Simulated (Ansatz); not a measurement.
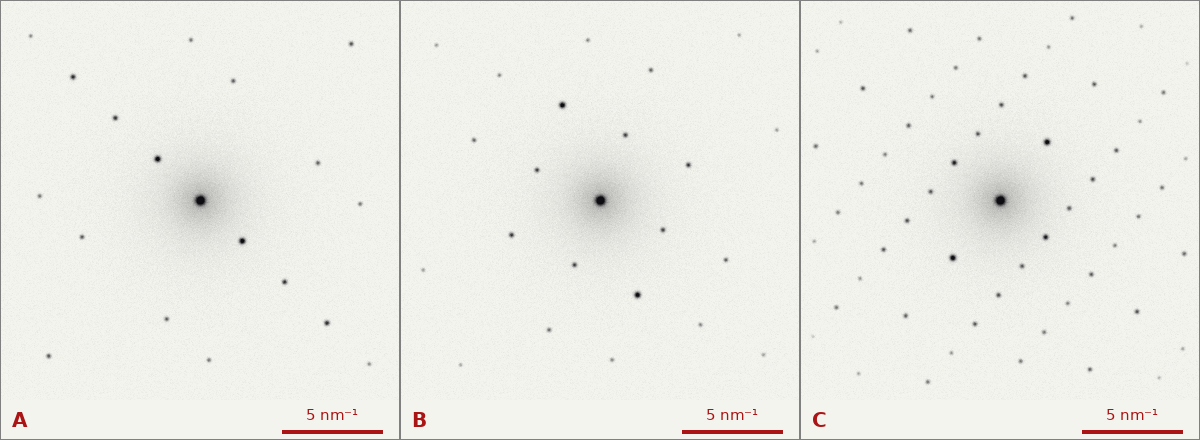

Computed electron diffraction patterns, 120 kV, single scattering only, B = 0.5 Å².

All three come from MoS, space group P6_3mc (No. 186), a = 3.919 Å, c = 5.358 Å (hexagonal axes). Structure: coordinates from a relaxation with DFT PBEsol, scalar-relativistic, plane waves, PAW in Ansatz; the starting structure was generated, so it need not be a known form of this composition.

| atom | site | symmetry | x | y | z |
| --- | --- | --- | --- | --- | --- |
| Mo | 2b | 3m. | 0.6667 | 0.3333 | 0.0270 |
| S | 2b | 3m. | 0.6667 | 0.3333 | 0.5982 |

Assign the zone axes [100], [102], [211] to A, B and C.

A is [102]: rectangular net of 0 -1 0 at d = 3.39 Å and -2 1 1 (itself extinct) at d = 1.84 Å, at 90.0°. B is [211]: centred rectangular net of 0 1 -1 at d = 2.87 Å and -1 1 1 at d = 2.87 Å, at 86.0°. C is [100]: rectangular net of 0 0 1 (itself extinct) at d = 5.36 Å and 0 1 0 at d = 3.39 Å, at 90.0°.
